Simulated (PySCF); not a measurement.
# MoCl3: doublet, from a T-shaped start

Where does doublet MoCl3 go from a T-shaped start, is the end point a minimum, and what are its modes, charges and moments?

Program: PySCF 2.14.0. Level of theory: PBE0, basis Mo def2-SVP with ECP28, Cl def2-SVP, scalar-relativistic core potentials, no spin–orbit coupling, density fitting. These are calculated values, not measurements.

## (1) Where the work starts

4 atoms, charge 0, spin multiplicity 2.

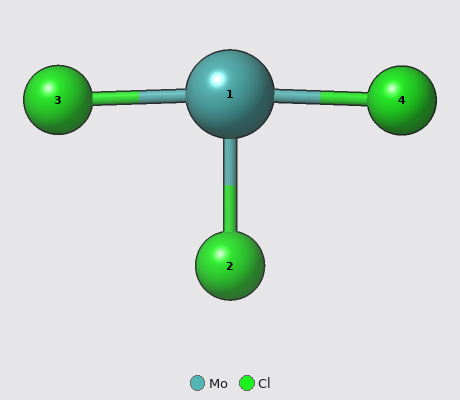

The starting geometry (molybdenum teal, chlorine green); atoms are numbered from 1 in the order of the file.

Z-matrix (Å, degrees; charge 0 multiplicity 2):
```
Mo
Cl 1 2.3700
Cl 1 2.3700 2 88.00
Cl 1 2.3700 2 88.00 3 180.00
```

## (2) T-shaped start, doublet: relaxation

One driver script runs all steps and calls PySCF; scf.py shows how it sets up the SCF of each step. The optimiser is the driver's own. Before each start the driver seeks the lowest SCF state from one or more starting densities and follows internal instabilities, so scf.py alone need not reach the same state.

The program finds C2v symmetry in the start, which this walk keeps.

File scf.py:

```python
from pyscf import gto, scf, dft
mol = gto.M(atom='''
Mo     0.000000     0.000000    -0.437154
Cl     0.000000     0.000000     1.932846
Cl     2.368600    -0.000000    -0.354454
Cl    -2.368600     0.000000    -0.354454''',
    basis={'Mo': 'def2-SVP', 'Cl': 'def2-SVP'},
    ecp={'Mo': 'def2-SVP'},
    charge=0, spin=1)
mf = dft.UKS(mol, xc='PBE0')
mf.grids.atom_grid = (50, 194)
aux = {'Mo': 'def2-universal-JKFIT', 'Cl': 'def2-universal-JKFIT'}
mf = mf.density_fit(auxbasis=aux)
mf.kernel()
```

Further steps of the session: Vibrations and properties at this point.

What does the calculation give? Wanted: minimum; geometry; wavenumbers; dipole moment; highest occupied, lowest empty level; polar-tensor charge of Mo1; zero-point energy; atomisation energy; ⟨S²⟩.

**Answer**, as computed:

```
                                          quantity                                                                     value
                                           minimum                                           broken-symmetry (Ms = 1/2), C2v
                                          geometry  Mo–Cl 2.264 Å, Mo–Cl 2.274 Å (×2); Cl–Mo–Cl 101.6° (×2), Cl–Mo–Cl 156.9°
                                wavenumbers (cm⁻¹)                  79 (b1), 92 (b2), 107 (a1), 369 (a1), 416 (a1), 426 (b2)
                                     dipole moment                                                                    1.96 D
highest occupied, lowest empty level (either spin)                                                           -6.20, -4.38 eV
                        polar-tensor charge of Mo1                                                                   +1.55 e
                                 zero-point energy                                                                8.9 kJ/mol
                               entropy at 298.15 K                                                           353.1 J/(mol K)
         atomisation energy (no zero-point energy)                                                                978 kJ/mol
                                              ⟨S²⟩                                                                     1.760
```

What this shows: The molecule stays C2v, as typed, and the end point is a minimum. The determinant is spin-contaminated (⟨S²⟩ = 1.76 against 0.75), so it is no pure spin state. In the infrared the band at 426 cm⁻¹ (b2, stretch) leads. Other starts or spin states, not run here, may lie lower. The soft modes, below some 90 cm⁻¹, carry numerical noise of tens of cm⁻¹, and the entropy with them. One determinant may miss the lowest occupation of an open d or f shell.
